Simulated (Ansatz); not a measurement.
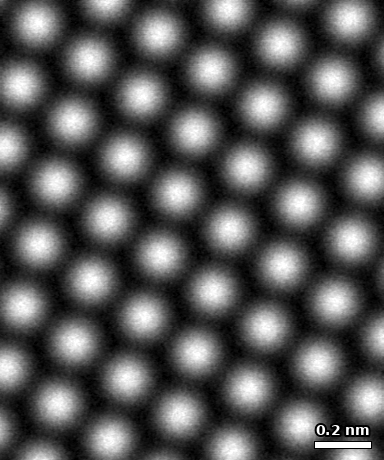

HAADF-like image of Rh (Fm-3m, No. 225). Simulation: incoherent imaging, intensity Z^1.8 per atom, probe width 1.19 Å, thin sample. The display is stretched by a gamma of 0.8; percentages refer to the linear signal. Shot noise and a slight drift were added. Structure used: the geometry given to an electronic-structure calculation, possibly off equilibrium.

```cif
data_structure
_symmetry_space_group_name_H-M 'Fm-3m'
_symmetry_Int_Tables_number 225
_cell_length_a 3.8016
_cell_length_b 3.8016
_cell_length_c 3.8016
_cell_angle_alpha 90.000
_cell_angle_beta 90.000
_cell_angle_gamma 90.000
_cell_volume 54.94
loop_
_atom_site_label
_atom_site_type_symbol
_atom_site_symmetry_multiplicity
_atom_site_Wyckoff_symbol
_atom_site_fract_x
_atom_site_fract_y
_atom_site_fract_z
_atom_site_occupancy
Rh1 Rh 4 a 0.00000 0.00000 0.00000 1
```

Question: Along which zone axis is the crystal seen: [210], [111], [001] or [110]? (Directions equivalent by symmetry count as one.)

Answer: [110]. The projected cells are 0.85 × 1.90 Å, 90° for [210]; 1.55 × 1.55 Å, 120° for [111]; 1.90 × 1.90 Å, 90° for [001]; 2.33 × 2.33 Å, 109° for [110], and the image repeats as the [110] one does.
